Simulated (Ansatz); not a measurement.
Consider SiSe2 (space group Ibam, No. 72; a = 6.301 Å, b = 9.302 Å, c = 5.856 Å; made of chains).

Modification: a hydrostatic pressure of 1.5 GPa.

Level of theory: Ansatz (an electronic-structure program) PBEsol, no SOC.

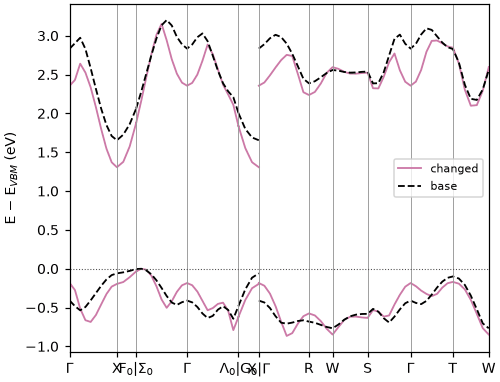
Figure: Highest valence and lowest conduction band along the path, each from its own valence-band maximum

Question: Read the changed gap and its character from the plot.

Answer: About 1.3 eV, indirect, Σ₀–Γ (10 % along) → X.

Load acts through the strain it causes; cell and atoms are relaxed under it. Stability against distortions was not tested. No dispersion term is included in the PBEsol runs.
